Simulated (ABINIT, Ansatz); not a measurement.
# Converging GW for CsGeCl3 (R3m) in ABINIT, part 2 of 2

Wanted: a converged G0W0 gap of CsGeCl3 (R3m), or an estimate of the limit.

ABINIT 10.8.3; LDA and many-body steps on it, plane waves. Known limits of the many-body steps: not at the basis limit; no spin-orbit coupling; coarse k mesh.

So far. Step 3 (Screening, 2×2×2 mesh, 62 bands, screening to 76.2 eV): Local fields lower ε∞ by 18 %. On a Γ-centred mesh this coarse the value itself is usually too large, while a short band sum pulls it down. Step 4 (62 bands, 76.2 eV): The gap on the mesh goes from 1.98 eV to 3.69 eV, a correction of +1.72 eV.

## 6. 146 bands, 141.5 eV

This step: G0W0 on LDA, plane waves, norm-conserving pseudopotentials.

run.abi reads:

```
acell 3*1.0 Angstrom
rprim 
  3.846816390705 2.220960478697 3.178300533600
  -3.846816390705 2.220960478697 3.178300533600
  0.000000000000 -4.441920957394 3.178300533600
ntypat 3
znucl 55 32 17
natom 5
typat 1 2 3 3 3
xred 
  0.998403350000 0.998403350000 0.998403350000
  0.515533150000 0.515533150000 0.515533150000
  0.496712670000 0.496712670000 0.948638170000
  0.496712670000 0.948638170000 0.496712670000
  0.948638170000 0.496712670000 0.496712670000
pp_dirpath "pseudos"
pseudos "Cs.upf, Ge.upf, Cl.upf"
ecut 56
ngkpt 2 2 2
nshiftk 1
shiftk 0 0 0
kptopt 1
chksymbreak 0
istwfk *1
occopt 1
irdwfk 1
optdriver 4
nband 146
gwcalctyp 0
ecutsigx 56
symsigma 1
nkptgw 2
kptgw 
  0.5000000000 0.5000000000 0.5000000000
  0.0000000000 0.0000000000 0.0000000000
bdgw 
  25 28
  24 29
ecuteps 5.2
irdscr 1
ppmodel 1
indata_prefix "in"
outdata_prefix "out"
tmpdata_prefix "tmp"
```

Command:

```console
OMP_NUM_THREADS=1 mpirun -n 8 abinit run.abi > log
```

Numbers of over 12 decimals in the logs are rounded to 6 here.

What it wrote:

```text
.Version 10.8.3 of ABINIT. v10.8.2 released Aug 2026.

 Symmetries : space group R3 m (#160); Bravais hR (rhombohedral)
[... echo of the input left out ...]
== DATASET  1 ==================================================================
-   mpi_nproc: 8, omp_nthreads: 1 (-1 if OMP is not activated)

--- !DatasetInfo
iteration_state: {dtset: 1, }
dimensions: {natom: 5, nkpt: 4, mband: 146, nsppol: 1, nspinor: 1, nspden: 1, mpw: 22041, }
cutoff_energies: {ecut:  56.0, pawecutdg:  -1.0, }
electrons: {nelect:   5.20000000E+01, charge:   0.00000000E+00, occopt:   1.00000000E+00, tsmear:   1.00000000E-02, }

 SIGMA: Calculation of the GW corrections

 Based on a program developped by R.W. Godby, V. Olevano, G. Onida, and L. Reining.
 Incorporated in ABINIT by V. Olevano, G.-M. Rignanese, and M. Torrent.
.Using double precision arithmetic ; gwpc =  8

[... cell and pseudopotentials left out ...]
--------------------------------------------------------------------------------

 ==== K-mesh for the wavefunctions ====
 Number of points in the irreducible wedge :     4
[... list of points left out ...]
 Together with  6 symmetry operations and time-reversal symmetry
 yields     8 points in the full Brillouin Zone.

 ==== Q-mesh for screening function ====
 Number of points in the irreducible wedge :     4
[... list of points left out ...]
 Together with  6 symmetry operations and time-reversal symmetry
 yields     8 points in the full Brillouin Zone.

 vcoul_init : cutoff-mode = AUXILIARY_FUNCTION
 q-points for optical limit:   1
     1)      0.000010    0.000020    0.000030
 setmesh: FFT mesh size selected  =    72x   72x   72
          total number of points  =       373248

 Number of electrons calculated from density =   52.0000; Expected =   52.0000
[...]
number of omega for Sigma on real axis              0
 max omega for Sigma on real axis  [eV]           0.00
 zcut for avoiding poles [eV]                     0.10

 EPSILON^-1 parameters (SCR file):
 dimension of the eps^-1 matrix on file            619
 dimension of the eps^-1 matrix used               619
 number of plane-waves for wavefunctions         22041
 number of bands                                   146
 number of q-points in IBZ                           4
 number of frequencies                               2
 number of real frequencies                          1
 number of imag frequencies                          1

 matrix elements of self-energy operator (all in [eV])

 Perturbative Calculation

--- !SelfEnergy_ee
iteration_state: {dtset: 1, }
kpoint     : [   0.500,    0.500,    0.500, ]
spin       : 1
KS_gap     :    1.977
QP_gap     :    3.624
Delta_QP_KS:    1.646
data: !SigmaeeData |
     Band     E0 <VxcDFT>   SigX SigC(E0)      Z dSigC/dE  Sig(E)    E-E0       E
       25  -0.190 -14.219 -18.514   3.080   0.772  -0.296 -15.156  -0.938  -1.128
       26   1.959 -14.764 -16.833   1.621   0.788  -0.269 -15.117  -0.353   1.606
       27   3.936 -11.282  -6.604  -3.078   0.809  -0.237  -9.989   1.293   5.229
[...]
--- !SelfEnergy_ee
iteration_state: {dtset: 1, }
kpoint     : [   0.000,    0.000,    0.000, ]
spin       : 1
KS_gap     :    5.520
QP_gap     :    7.225
Delta_QP_KS:    1.705
data: !SigmaeeData |
     Band     E0 <VxcDFT>   SigX SigC(E0)      Z dSigC/dE  Sig(E)    E-E0       E
[...]
28   6.059  -7.267  -2.987  -3.149   0.841  -0.189  -6.316   0.951   7.010
       29   6.059  -7.267  -2.987  -3.149   0.841  -0.189  -6.316   0.951   7.010

== END DATASET(S) ==============================================================
================================================================================

 -outvars: echo values of variables after computation  --------
           etotal      0.0000000000E+00
            nband         146
             nkpt           4
          spgroup         160
 [... the other variables as echoed above ...]

 Calculation completed.
```

It took 17 s on 8 MPI ranks of Arm Neoverse V2, shared host; peak memory 2.9 GiB.

Numbers from this step:

```
G0W0 gap on the points computed              : 3.623 eV
starting gap on the mesh                     : 1.977 eV
k of the valence top                         : 0.5, 0.5, 0.5
k of the conduction bottom                   : 0.5, 0.5, 0.5
Z at the valence top                         : 0.788
Z at the conduction bottom                   : 0.809
least direct G0W0 gap on the computed points : 3.623 eV
```

Against G0W0 in ABINIT (2×2×2 mesh, 62 bands, screening to 76.2 eV, Godby-Needs plasmon pole), the gap moves by −0.070 eV.

## 7. Screening, 2×2×2 mesh, 320 bands, screening to 217.7 eV

This step: RPA screening on LDA, plane waves, norm-conserving pseudopotentials.

Changes to run.abi since step 6:

```diff
@@ -26,17 +26,8 @@
 irdwfk 1
-optdriver 4
-nband 146
-gwcalctyp 0
-ecutsigx 56
-symsigma 1
-nkptgw 2
-kptgw 
-  0.5000000000 0.5000000000 0.5000000000
-  0.0000000000 0.0000000000 0.0000000000
-bdgw 
-  25 28
-  24 29
-ecuteps 5.2
-irdscr 1
-ppmodel 1
+optdriver 3
+nband 320
+ecuteps 8
+inclvkb 2
+awtr 1
+symchi 1
 indata_prefix "in"
```

What it wrote:

```text
.Version 10.8.3 of ABINIT. v10.8.2 released Aug 2026.

 Symmetries : space group R3 m (#160); Bravais hR (rhombohedral)
[... echo of the input left out ...]
== DATASET  1 ==================================================================
-   mpi_nproc: 8, omp_nthreads: 1 (-1 if OMP is not activated)

--- !DatasetInfo
iteration_state: {dtset: 1, }
dimensions: {natom: 5, nkpt: 4, mband: 320, nsppol: 1, nspinor: 1, nspden: 1, mpw: 22041, }
cutoff_energies: {ecut:  56.0, pawecutdg:  -1.0, }
[...]
--------------------------------------------------------------------------------
[... chi0 elements left out ...]
 For q-point:  0.000010 0.000020 0.000030
  dielectric constant =   5.9621
  dielectric constant without local fields =   7.2350

  Average fulfillment of the sum rule on Im[epsilon] for q-point    1 :     61.57  [%]
[... wings left out ...]
  q-point number  2        q = ( 0.500000, 0.000000, 0.000000) [r.l.u.]
--------------------------------------------------------------------------------
[... chi0 elements left out ...]
  Average fulfillment of the sum rule on Im[epsilon] for q-point    2 :     64.24  [%]

 [... 2 further q-points ...]
```

Run time: 2.5 min. Hardware: 8 MPI ranks; peak memory 6.8 GiB.

This step gave:

```yaml
eps_infinity_with_local_fields_on_this_mesh_along_the_program_s_q_direction: 5.962
the_same_without_local_fields: 7.235
plasma_frequency: 20.98 eV
plane_waves_in_the_screening_matrix: 1207
```

## 8. 320 bands, 217.7 eV

This step: G0W0 on LDA, plane waves, norm-conserving pseudopotentials.

Changes to run.abi since step 7:

```diff
@@ -26,8 +26,17 @@
 irdwfk 1
-optdriver 3
+optdriver 4
 nband 320
+gwcalctyp 0
+ecutsigx 56
+symsigma 1
+nkptgw 2
+kptgw 
+  0.5000000000 0.5000000000 0.5000000000
+  0.0000000000 0.0000000000 0.0000000000
+bdgw 
+  25 28
+  24 29
 ecuteps 8
-inclvkb 2
-awtr 1
-symchi 1
+irdscr 1
+ppmodel 1
 indata_prefix "in"
```

What it wrote:

```text
.Version 10.8.3 of ABINIT. v10.8.2 released Aug 2026.

 Symmetries : space group R3 m (#160); Bravais hR (rhombohedral)
[... echo of the input left out ...]
== DATASET  1 ==================================================================
-   mpi_nproc: 8, omp_nthreads: 1 (-1 if OMP is not activated)

--- !DatasetInfo
iteration_state: {dtset: 1, }
dimensions: {natom: 5, nkpt: 4, mband: 320, nsppol: 1, nspinor: 1, nspden: 1, mpw: 22041, }
cutoff_energies: {ecut:  56.0, pawecutdg:  -1.0, }
[...]
Band     E0 <VxcDFT>   SigX SigC(E0)      Z dSigC/dE  Sig(E)    E-E0       E
[...]
28   6.059  -7.267  -2.987  -3.345   0.840  -0.191  -6.482   0.785   6.844
       29   6.059  -7.267  -2.987  -3.345   0.840  -0.191  -6.482   0.785   6.844

== END DATASET(S) ==============================================================
================================================================================

 -outvars: echo values of variables after computation  --------
           etotal      0.0000000000E+00
            nband         320
             nkpt           4
          spgroup         160
 [... the other variables as echoed above ...]

 Calculation completed.
```

Run time: 94 s. Hardware: 8 MPI ranks; peak memory 6.8 GiB.

This step gave:

```
G0W0 gap on the points computed              : 3.678 eV
starting gap on the mesh                     : 1.977 eV
k of the valence top                         : 0.5, 0.5, 0.5
k of the conduction bottom                   : 0.5, 0.5, 0.5
least direct G0W0 gap on the computed points : 3.678 eV
```

Against G0W0 in ABINIT (2×2×2 mesh, 146 bands, screening to 141.5 eV, Godby-Needs plasmon pole), the gap moves by +0.055 eV.

## 9. The runs together

Times are wall times on 8 MPI ranks of Arm Neoverse V2, shared host, good to a factor of about two. A run's time includes the screening step that it read.

```
                run   mesh  bands  screening cutoff (eV)  DFT gap (eV)  gap on the mesh (eV)  direct (eV)  ε∞ used     time
  62 bands, 76.2 eV  2×2×2     62                   76.2         1.977                 3.693        3.693     5.92     22 s
146 bands, 141.5 eV  2×2×2    146                  141.5         1.977                 3.623        3.623     5.96     61 s
320 bands, 217.7 eV  2×2×2    320                  217.7         1.977                 3.678        3.678     5.96  4.1 min
```

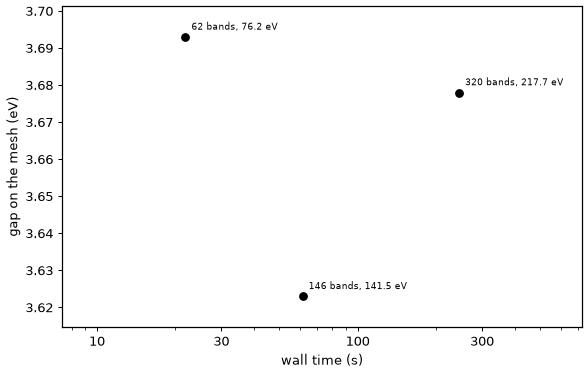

Result against wall time.

## 10. Outcome

| Item | Value |
| --- | --- |
| 62 bands, 76.2 eV | 3.693 eV |
| 146 bands, 141.5 eV | 3.623 eV |
| 320 bands, 217.7 eV | 3.678 eV |
| known limits | not at the basis limit; no spin-orbit coupling; coarse k mesh |

**Reading.** From the first rung to the last the gap moves by −0.01 eV for 11 times the time. The gap turns back along the series, so no limit is drawn from it. In the G0W0 runs levels were corrected at 2 k points alone, so a gap called «on the mesh» is the least over those, and an edge elsewhere would be missed. The 2×2×2 mesh is coarse for this cell, which bears on the long-range parts of exchange and screening. The many-body steps are scalar-relativistic: spin-orbit coupling is not in them.

[Paths, hosts, dates, memory and timing lines, banners, echoed tables and standing remarks are left out of the program output.]

[Logs are printed without paths, hosts, clocks, repeated set-up lines and the standing remarks that a program may print on its own settings, such as how far it seeks lower states.]

[Runs of the session that timed out or met a known fault of the program may be left out.]

[Hosts, paths, dates, database ids (printed as entryN), source tags and the programs' standing remarks are cut or masked in the printed files.]

[G0W0 gaps are taken among the corrected bands and points alone; a level outside them can change the order at an edge.]

[Where Ansatz stands beside ABINIT at settings called matched, ABINIT's density can come from a denser mesh and the files from another edition; pairs whose starting gaps differed by over 0.03 eV were left out, so agreement reads better than it is.]
